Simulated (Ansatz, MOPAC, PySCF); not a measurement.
Dissociation curve of Si(H)(Me)3, SMILES [SiH](C)(C)C, singlet. The Si1–C11 bond (Si1 also carries C, C, H; C11 carries H, H, H) is stretched with both fragments frozen at the PBE0/def2-SVP optimised geometry.

```
14

Si     0.0000     0.0000     0.0000
C     -1.5465    -0.8533    -0.6552
C      1.5465    -0.8534    -0.6552
H      0.0000     1.4236    -0.4784
H     -1.5700    -0.8432    -1.7563
H     -1.5864    -1.9045    -0.3268
H     -2.4595    -0.3531    -0.2952
H      1.5864    -1.9045    -0.3263
H      2.4594    -0.3530    -0.2956
H      1.5698    -0.8438    -1.7563
C      0.0000     0.0000     1.8839
H      0.0019    -1.0290     2.2785
H      0.8887     0.5150     2.2816
H     -0.8907     0.5117     2.2815
```

- RMP2/6-31G* = PySCF with restricted MP2 (frozen core)/6-31G*, spherical d
- PM3, restricted, heats of formation (MOPAC)
- RKS-B3LYP/6-31G* = restricted B3LYP/6-31G*, spherical d (PySCF)
- RMP2/3-21G = restricted MP2 (frozen core)/3-21G in PySCF 2.14.0
- UKS-PBE = unrestricted PBE/def2-SVP in Ansatz (an electronic-structure program)

Energies are in eV, each relative to the lowest point of its own curve near equilibrium.

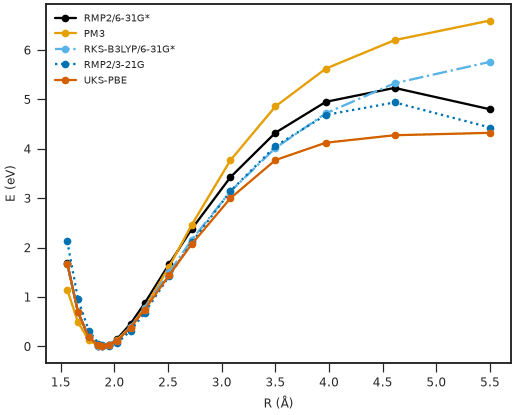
Figure: Energy against bond length for each method.

```csv
R / Å,RMP2/6-31G*,PM3,RKS-B3LYP/6-31G*,RMP2/3-21G,UKS-PBE
1.56,1.686,1.145,1.659,2.126,1.670
1.66,0.687,0.484,0.687,0.956,0.691
1.76,0.183,0.129,0.191,0.319,0.193
1.85,0.013,0.007,0.016,0.057,0.017
1.88,0.000,0.000,0.000,0.019,0.000
1.95,0.034,0.033,0.023,0.000,0.020
2.02,0.139,0.124,0.113,0.061,0.106
2.15,0.458,0.401,0.398,0.316,0.380
2.28,0.868,0.779,0.770,0.679,0.739
2.51,1.668,1.616,1.502,1.423,1.443
2.72,2.377,2.461,2.156,2.105,2.070
3.08,3.423,3.766,3.135,3.140,2.998
3.50,4.325,4.857,4.016,4.053,3.771
3.97,4.950,5.623,4.716,4.685,4.122
4.61,5.231,6.198,5.325,4.938,4.273
5.50,4.799,6.595,5.759,4.429,4.322
```

At the longest distance, 5.50 Å, PM3 lies highest above its minimum (6.595 eV) and UKS-PBE lowest (4.322 eV).

The RMP2/6-31G* curve passes through a maximum at 4.61 Å and then falls by 0.433 eV up to the last usable point.

The RMP2/3-21G curve passes through a maximum at 4.61 Å and then falls by 0.508 eV up to the last usable point.

The restricted form behind RMP2/6-31G*, PM3, RKS-B3LYP/6-31G*, RMP2/3-21G keeps the bonding electrons paired and can't separate into open-shell fragments. The unrestricted solution behind UKS-PBE changes between 3.50 and 3.97 Å, which can leave a kink. The unrestricted determinant behind UKS-PBE is spin-contaminated at 3.50 to 5.50 Å (<S²> up to 1.0, against 0.00 for a pure singlet).
